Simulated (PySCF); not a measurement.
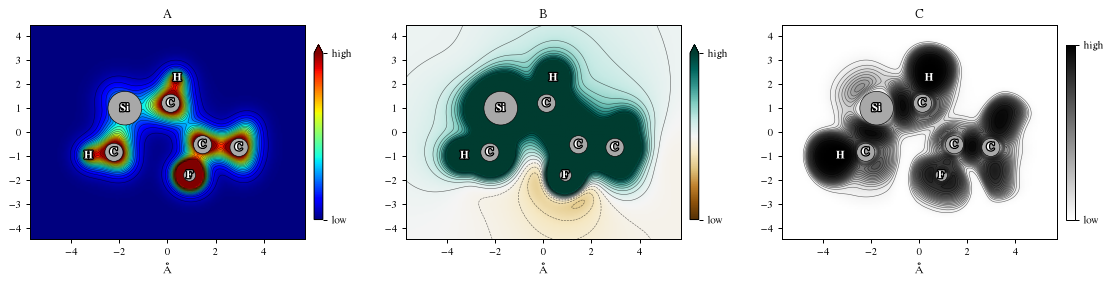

C6H11F2NSi: 3 fields on the plane of atoms C1, Si2 and C3, with unlabelled colour scales. Grey discs cover the atomic cores.

Geometry: GFN2-xTB.

Level of theory: PBE0/pcSseg-1, SCF density, gas phase, non-relativistic in PySCF.

Match the panels to the quantities (electron density, electron localisation function and electrostatic potential).

Panel A: electron density. Panel B: electrostatic potential (strongly positive close to the atoms, with negative regions outside electron-rich atoms). Panel C: electron localisation function. From the grid: C–F (1.38 Å): the density is about 2.1 e/Å³ at the midpoint, with its minimum of 1.6 e/Å³ about 0.5 Å from C; the ELF peaks at about 0.85 between the atoms (a polar covalent bond). C–C (1.52 Å): the density is about 1.7 e/Å³ at the midpoint; the ELF peaks at about 0.95 between the atoms, as expected for a shared electron pair.
